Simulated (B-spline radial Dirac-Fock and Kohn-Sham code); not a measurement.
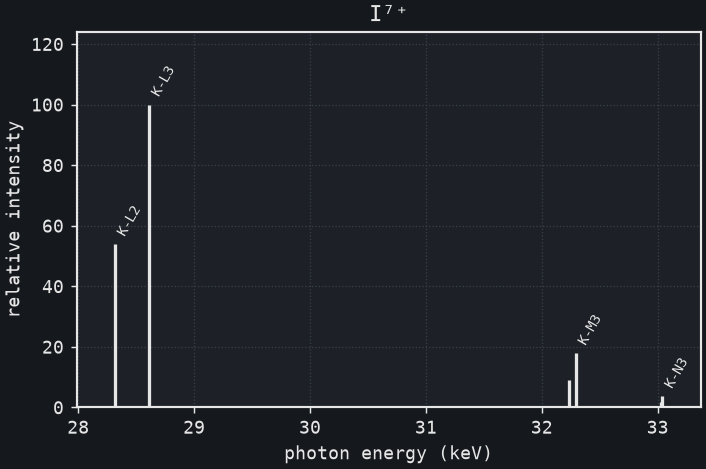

X-ray emission lines that fill a K (1s) hole, as sticks. It refers to iodine in charge state +7 (I⁷⁺) in the configuration [Kr] 4d10. The calculation used independent-particle rates on relativistic LDA orbitals of the hole state (multipoles to L = 3), energies from Dirac–Fock ΔSCF (a B-spline radial code).

What is the ratio of Kβ to Kα photons?

0.21 in this model, which runs about 8 % low for Kβ.

What are the natural width, lifetime and fluorescence yield of the K hole?

Width 10.4 eV, lifetime 0.0634 fs, fluorescence yield 0.883.

Which line is the strongest, where is it and what share of the photons does it carry?

K-L3 (Kα1) at 28.611 keV, 53.6 % of the radiative decays.

What multipole carries the K-M5 line?

E2; it is forbidden as an electric dipole and holds 0.065 % of the emission.
